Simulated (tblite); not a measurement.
# C3H8BCl2Ga: the cost of one run

Programs: tblite 0.8.0 and PySCF 2.14.0, with density-fitted response routines of our own. Each step states its level of theory. These are calculated values for one molecule in the gas phase, unless marked as measured. Atoms count from 0, in the outputs and in this text.

### Step 1. The starting structure

15 atoms, charge 0, multiplicity 1; geometry from: force field or distance geometry start.

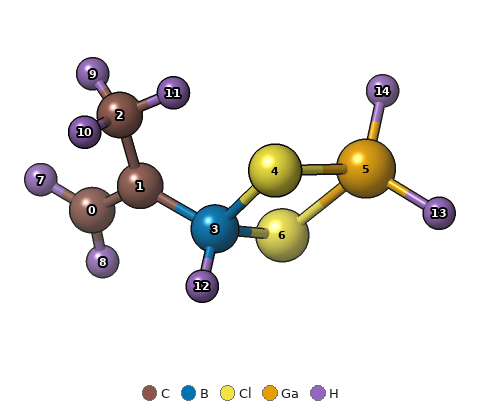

The starting geometry (carbon brown, boron blue, chlorine yellow, gallium amber, hydrogen purple), atoms numbered.

### Step 2. Optimising the geometry with GFN2-xTB

Job settings and geometry (Å):

```
{"job": {"kind": "relax", "xc": "GFN2-xTB", "basis": "xTB"}, "charge": 0, "multiplicity": 1}
C     -2.038000    -0.971600    -0.102000
C     -1.081200    -0.062000     0.019900
C     -1.355500     1.277300    -0.581500
B      0.278100    -0.359300     0.759700
Cl     1.474000     1.028600     0.480900
Ga     2.920700    -0.285600    -0.483700
Cl     1.314100    -1.673800    -0.022300
H     -2.967200    -0.735300    -0.610200
H     -1.922300    -1.973500     0.312600
H     -1.906200     1.206100    -1.538700
H     -1.885700     1.845500     0.195000
H     -0.359200     1.730900    -0.736700
H      0.109900    -0.464100     1.941300
H      4.271000    -0.449900     0.388600
H      3.143200    -0.105200    -2.056000
```

On the command line:

```sh
$ OMP_NUM_THREADS=1 python probes_run.py task.json out
```

This one command runs all jobs of the session in turn.

**Question.** How long does this first job take on 1 thread of Arm Neoverse V2, shared host?

About 1.1 s.
